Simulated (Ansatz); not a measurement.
# BFGeH4O: a ladder of functionals and wavefunction methods

How much do the methods differ for BFGeH4O? The plan is to run it at one geometry with functionals of several rungs and with coupled cluster, and see how far each lands from CCSD(T) at the basis-set limit for the atomisation energy.

The runs use Ansatz 0.2.0, Gaussian basis; functionals in def2-TZVPP, the program's frozen cores in correlated methods.

The runs, in order: LDA (SPW92), PBE-D4, revPBE-D4, BLYP-D4, r2SCAN-D4, B97M-V, PBE0-D4, B3LYP-D4, r2SCANh-D4, r2SCAN0-D4, HSE06-D4, BHLYP-D4, CAM-B3LYP-D4, LC-ωPBE, ωB97X-V, ωB97M-V, B2PLYP, PBE-QIDH; CCSD(T)/def2-SVP; CCSD(T)/def2-TZVPP; MP2/def2-QZVPP; extrapolation to the limit; RPA on PBE.

**1. The relaxed structure**

The geometry comes from an earlier relaxation with PBE0-D4 in a triple-zeta def2 set; it is a stationary point, not always the lowest conformer.

8 atoms, charge 0, spin multiplicity 1.

Atoms are counted from 1 here; the program's logs count them from 0.

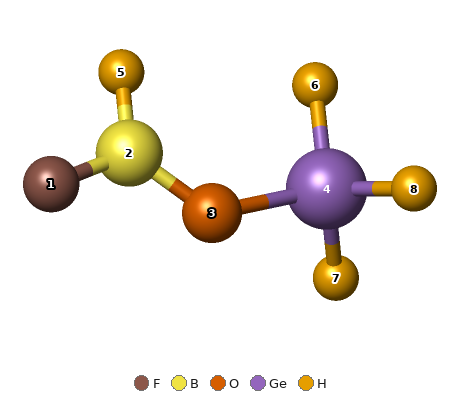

The structure; fluorine brown, boron yellow, oxygen orange, germanium purple, hydrogen amber; atoms are numbered from 1 in the order of the file.

**2. LDA**

This LDA is Slater exchange with PW92 correlation.

File in.yaml:

```yaml
crystal:
  periodic: [false, false, false]
  atoms:
    - {symbol: F, position_ang: [2.430632, -0.608188, -1.252745]}
    - {symbol: B, position_ang: [1.456453, -0.009546, -0.577032]}
    - {symbol: O, position_ang: [0.291770, -0.651038, -0.436441]}
    - {symbol: Ge, position_ang: [-1.167964, -0.066565, 0.427699]}
    - {symbol: H, position_ang: [1.675117, 1.082287, -0.125475]}
    - {symbol: H, position_ang: [-0.871355, 1.330670, 0.989412]}
    - {symbol: H, position_ang: [-1.434252, -1.090459, 1.535217]}
    - {symbol: H, position_ang: [-2.288303, -0.044362, -0.616335]}
basis:
  gaussian: {orbitals: def2-TZVPP}
hamiltonian: {xc: lda}
output: {orbitals: {seedname: orbitals}}
```

On the command line:

```sh
> ansatz run in.yaml --threads 2 --pin off --events-out ev --progress --plain --max-ram 4352MiB
```

The runs that follow: PBE-D4 (GGA); revPBE-D4 (GGA); BLYP-D4 (GGA); r2SCAN-D4 (meta-GGA); B97M-V (meta-GGA); PBE0-D4 (hybrid); B3LYP-D4 (hybrid); r2SCANh-D4 (hybrid); r2SCAN0-D4 (hybrid); HSE06-D4 (hybrid); BHLYP-D4 (hybrid); CAM-B3LYP-D4 (range-separated); LC-ωPBE (range-separated); ωB97X-V (range-separated); ωB97M-V (range-separated); B2PLYP (double hybrid); PBE-QIDH (double hybrid); CCSD(T) in def2-SVP; CCSD(T) in def2-TZVPP; MP2 in def2-QZVPP; RPA on PBE orbitals.

**Question.** What will the summary of the whole plan be? Wanted: atomisation energy, CCSD(T)/CBS; farthest beyond LDA; mean size of error, GGA; mean size of error, meta-GGA; mean size of error, hybrid; mean size of error, range-separated; mean size of error, double hybrid; gap, smallest and largest; T1 diagnostic.

**Answer**, as computed:

| quantity | value |
| --- | --- |
| atomisation energy, CCSD(T)/CBS | 688.9 kcal/mol |
| functionals within 6.9 kcal/mol (1.0 %) | PBE-D4, BLYP-D4, r2SCAN-D4, B97M-V, B3LYP-D4, r2SCANh-D4, CAM-B3LYP-D4, LC-ωPBE, ωB97X-V, ωB97M-V, B2PLYP |
| farthest beyond LDA | BHLYP-D4 (-22.0 kcal/mol) |
| mean size of error, GGA | 8.0 kcal/mol |
| mean size of error, meta-GGA | 3.4 kcal/mol |
| mean size of error, hybrid | 9.6 kcal/mol |
| mean size of error, range-separated | 2.7 kcal/mol |
| mean size of error, double hybrid | 7.0 kcal/mol |
| gap, smallest and largest | 6.62 eV (LDA (SPW92)), 14.28 eV (LC-ωPBE) |
| T1 diagnostic | 0.0129 |
| triples share of the correlation energy | 3.2 % |

LDA overbinds by 95.8 kcal/mol (14 %). PBE-D4 is off by +3.5 kcal/mol. Double hybrids carry the basis error of their MP2 part in triple zeta, and no dispersion term here, so their miss is partly the set-up's. The rungs range-separated, meta-GGA miss on average by less than the doubt on the reference (6.9 kcal/mol), so they tie. Misses under about 6.9 kcal/mol are within the doubt on the reference itself, which lacks core-valence correlation, relativity and higher excitations, and its outer-core shells are covered unevenly. Hartree-Fock recovers 75 % of the binding; the rest is correlation. CCSD(T) in def2-SVP is off by -34.8 kcal/mol, worse than the median functional, from the basis alone. The gap grows from 6.6 to 14.3 eV across the functionals, mostly with the share of exact exchange. Correlated methods include outer-core shells of Ge, which these sets cover unevenly.
